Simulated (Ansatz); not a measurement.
# BN, response to strain

The reference is BN in the wurtzite structure (space group P6_3mc, No. 186; a = 2.555 Å, c = 4.225 Å). Axes: x lies along a and z along c of the hexagonal cell.

Strains are applied to the cell and any free atomic positions relax.

Method: Ansatz (an electronic-structure program) PBE, no spin-orbit coupling.

Notes on the quantities. energy relative to the base: free energy F.

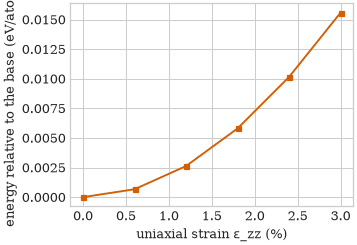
Figure: Energy relative to the base against uniaxial strain ε_zz

**Question.** From the plot, what is the energy relative to the base for uniaxial strain ε_zz = +1.20 %?

**Answer.** About 0.003 eV/atom.

**Question.** Is the trend monotonic over the range shown?

**Answer.** Yes, it rises throughout, spanning 0 meV/atom to +16 meV/atom.

Stability against distortions was not tested.
